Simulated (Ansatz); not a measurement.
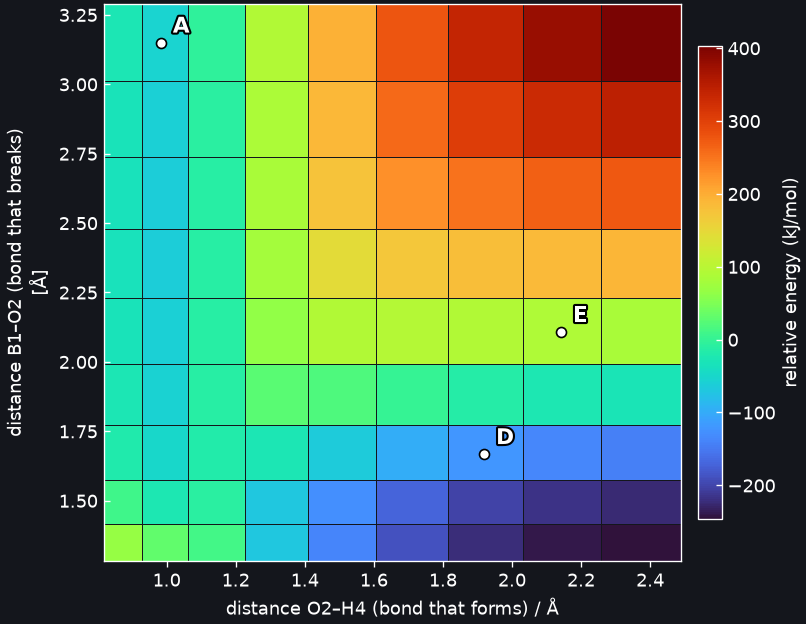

The reacting system BH₃O₂ (fragments BH₃O₂ where the first distance is long, BHO + H₂O where the second is long). 
- The first coordinate is: distance O2–H4 (bond that forms); the second: distance B1–O2 (bond that breaks).
- Relaxed at each point: all other coordinates.
- Grid: 9 × 9 points.
- Points are written as (first, second).
- Energies are in kJ/mol, from a guessed transition structure relaxed with its forming and breaking bonds held.
- Energies and slopes of some neighbouring points disagree (a jump in structure or state, or too coarse a mesh). The reference is spin-restricted, so regions where a bond is pulled apart into radicals lie too high.
- The calculation used RKS wB97X-V/def2-SVP in Ansatz 0.2.0.

Drawn: one coloured cell a grid point, lettered points.

> Is A the lowest point of the computed grid?

No. A lies 192 kJ/mol above the lowest grid point, which is at (2.373 Å, 1.350 Å).

> Rank the lettered points by energy, lowest first.

D (−122 kJ/mol), A (−55 kJ/mol), E (89 kJ/mol).
